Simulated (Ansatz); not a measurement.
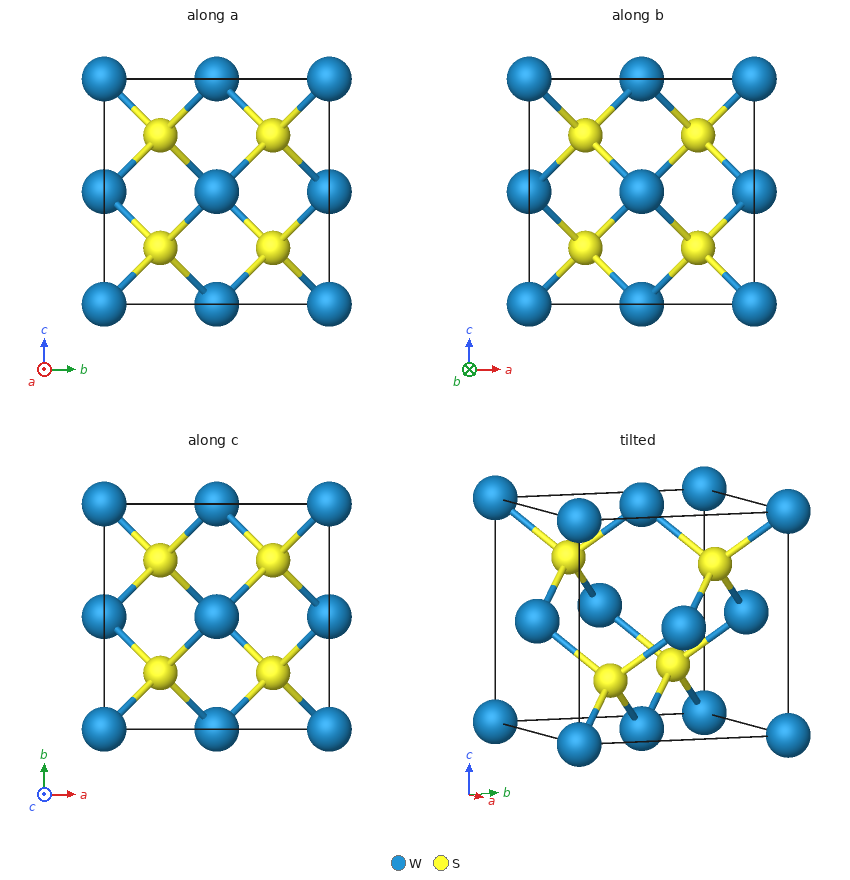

Shown here is a ball-and-stick view of the crystal, taken along the a axis, along the b axis, along the c axis and slightly off an axis. The conventional unit cell is drawn as a box.

Lattice parameters: a = 5.4830 Å, b = 5.4830 Å, c = 5.4830 Å, α = 90.000°, β = 90.000°, γ = 90.000°.

### Give the structure in the form of a CIF in P1 with every atom of the cell.

```cif
data_structure
_symmetry_space_group_name_H-M 'P 1'
_symmetry_Int_Tables_number 1
_cell_length_a 5.4830
_cell_length_b 5.4830
_cell_length_c 5.4830
_cell_angle_alpha 90.000
_cell_angle_beta 90.000
_cell_angle_gamma 90.000
_cell_volume 164.83
loop_
_atom_site_label
_atom_site_type_symbol
_atom_site_fract_x
_atom_site_fract_y
_atom_site_fract_z
_atom_site_occupancy
W1 W 0.0000 0.0000 0.0000 1
S1 S 0.2500 0.2500 0.7500 1
W2 W 0.0000 0.5000 0.5000 1
S2 S 0.2500 0.7500 0.2500 1
W3 W 0.5000 0.0000 0.5000 1
S3 S 0.7500 0.2500 0.2500 1
W4 W 0.5000 0.5000 0.0000 1
S4 S 0.7500 0.7500 0.7500 1
```

Origin of the cell: a structure type filled with these elements by a generator (whether the compound takes this form wasn't checked). Earlier steps of the study may have refined or changed the cell and positions. A calculation with Ansatz used it as input.

At this level of theory the cell isn't at rest (stretched, at -15 GPa), so its distances can differ from those at equilibrium, the more so the softer the solid.
